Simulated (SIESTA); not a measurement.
# How far to go with the cutoff of the real-space grid: WSe₂ (P3m1, 6 atoms in the cell)

```
CELL_PARAMETERS angstrom
      1.64820    -2.85477     0.00000
      1.64820     2.85477     0.00000
      0.00000     0.00000    13.02480
ATOMIC_POSITIONS crystal
  W  0.33333 0.66667 0.25384
  W  0.66667 0.33333 0.75000
  Se 0.33333 0.66667 0.87900
  Se 0.66667 0.33333 0.37900
  Se 0.66667 0.33333 0.12100
  Se 0.33333 0.66667 0.62100
```

Level of theory: GGA PBEsol, numerical atomic orbitals DZP, PseudoDojo PBEsol standard norm-conserving potentials (rewritten from UPF to PSML) in SIESTA.

Base settings: XC.functional = GGA; XC.authors = PBEsol; potentials = PseudoDojo PBEsol standard; PAO.BasisSize = DZP; PAO.EnergyShift = 0.01 Ry; MeshCutoff = 300 Ry; kgrid.MonkhorstPack = 3 3 1; OccupationFunction = FD; ElectronicTemperature = 580.23 K; MaxSCFIterations = 150.

The second cell is the first with its lattice scaled by 0.98.

The mesh stays at the base's, so the ladder's end is converged at best in this setting alone.

Only quantities that move along the ladder and can be compared are tabulated; the gap is left out on so coarse a mesh.

The starting cell has typed, rounded lattice constants, without a prior relaxation at this level. Its lattice was rescaled by up to half a per cent. One atom was moved a little off its site on purpose. Values carry the incompleteness of an atom-centred basis. In the base run, forces exceed 1 eV/Å.

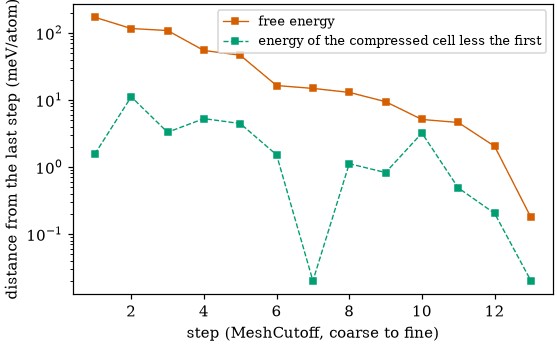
Distance from the last step along the ladder; very small values are drawn at a floor.

| MeshCutoff | free energy less the last step's (meV/atom) | energy of the compressed cell less the first (meV/atom) | pressure (GPa) | largest difference of a force vector from the last step's (eV/Å) |
|---|---|---|---|---|
| 105 Ry (110 Ry used) | -171.04 | 49.18 | 3.55 | 0.040 |
| 120 Ry (132 Ry used) | -116.25 | 61.88 | 3.28 | 0.023 |
| 135 Ry (136 Ry used) | -108.41 | 54.04 | 3.13 | 0.022 |
| 150 Ry (150 Ry used) | -54.66 | 56.01 | 2.49 | 0.034 |
| 180 Ry (190 Ry used) | -46.47 | 55.19 | 2.34 | 0.013 |
| 210 Ry (235 Ry used) | -16.39 | 52.26 | 1.86 | 0.011 |
| 240 Ry (267 Ry used) | -14.86 | 50.73 | 1.87 | 0.001 |
| 300 Ry (305 Ry used) | -12.96 | 51.86 | 1.87 | 0.006 |
| 330 Ry (338 Ry used) | -9.42 | 51.57 | 1.93 | 0.005 |
| 360 Ry (367 Ry used) | -5.11 | 47.54 | 1.82 | 0.002 |
| 405 Ry (417 Ry used) | -4.61 | 51.23 | 1.80 | 0.003 |
| 525 Ry (528 Ry used) | -2.04 | 50.95 | 1.81 | 0.007 |
| 600 Ry (601 Ry used) | -0.18 | 50.76 | 1.81 | 0.006 |
| 720 Ry (760 Ry used) | 0.00 | 50.75 | 1.77 | 0.000 |

Coarsest MeshCutoff that holds the free energy within 1 meV/atom of the last step, with all finer ones: 600 Ry (601 Ry used); the step before is off by 2.0 meV/atom.

Coarsest MeshCutoff that holds the energy of the compressed cell less the first within 2 meV/atom of the last step, with all finer ones: 405 Ry (417 Ry used); the step before is off by 3.2 meV/atom.

Coarsest MeshCutoff that holds the forces within 0.02 eV/Å of the last step, with all finer ones: 180 Ry (190 Ry used); the step before is off by 0.034 eV/Å.

The energy difference between the two cells stays within 1 meV/atom of the last step's from 405 Ry on, the total only from 600 Ry on: much of the error is common to both cells and cancels.

Two neighbours can agree and both be off: 360 Ry and 405 Ry differ by 0.50 meV/atom in the free energy, yet lie about 4.6 meV/atom from the last step.

Left out of this page: 3 runs of the series outside the window shown, repeating another row's setting, or not comparable.
